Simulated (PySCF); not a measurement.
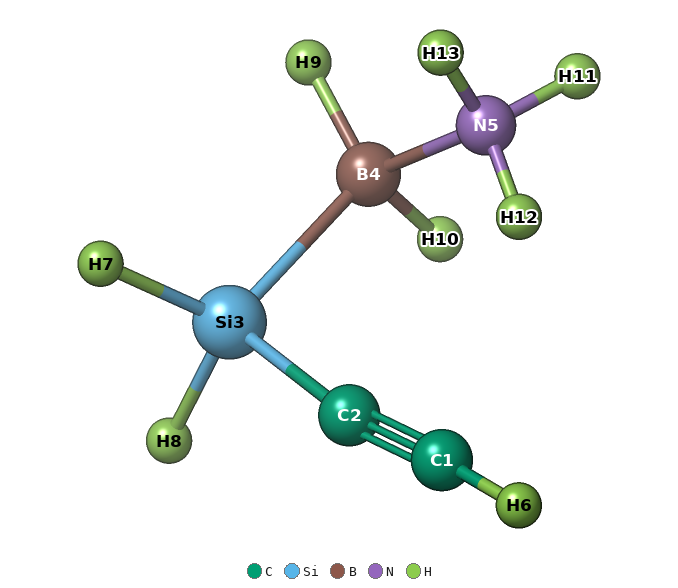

Computed geometry: PBE0-D3(BJ)/def2-SVP optimisation. No frequency run is at hand to confirm it as a minimum. Method: delta-SCF UKS SCAN, pcX-2 on the ionised atom, pcseg-1 elsewhere, spin-free X2C (PySCF 2.14.0).

Give the core-electron binding energies (to vacuum; p and d levels without spin–orbit splitting) of C1 1s, C2 1s, Si3 1s, Si3 2p, B4 1s, N5 1s.

```csv
atom,level,binding energy (eV)
C1,1s,290.0
C2,1s,290.0
Si3,1s,1845.6
Si3,2p,106.0
B4,1s,194.0
N5,1s,408.0
```
